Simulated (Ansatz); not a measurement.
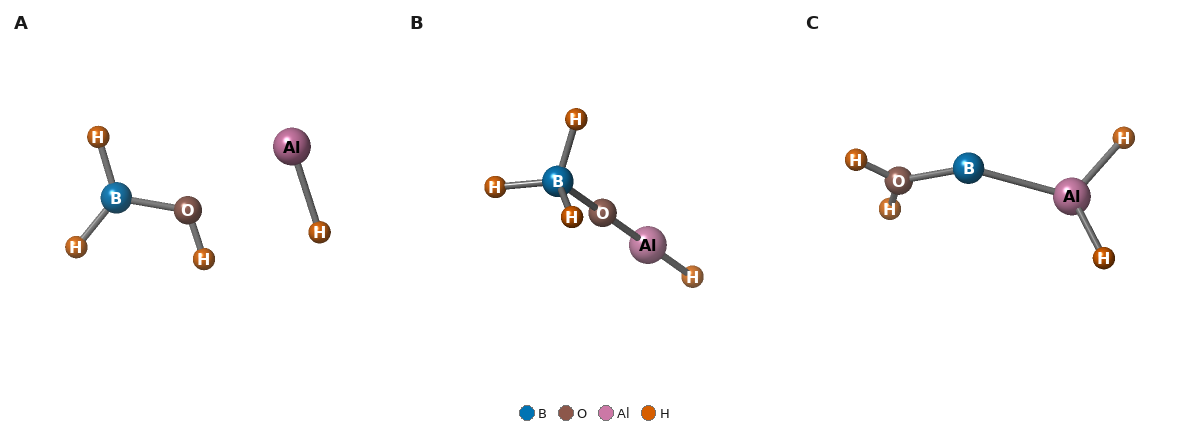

3 stationary structures of one formula. Geometries: PBE0-D4/def2-TZVP. Electronic energies: RHF-CCSD(T) (frozen core)/def2-TZVPP (Ansatz 0.2.0), without zero-point energy. No frequency run is at hand to confirm each as a minimum. Each is one conformer, not always the lowest.

**Which structure is the most stable?**

A is lowest (Cs); B lies 55.2 kJ/mol above it (C3v), C lies 398.4 kJ/mol above it (Cs).
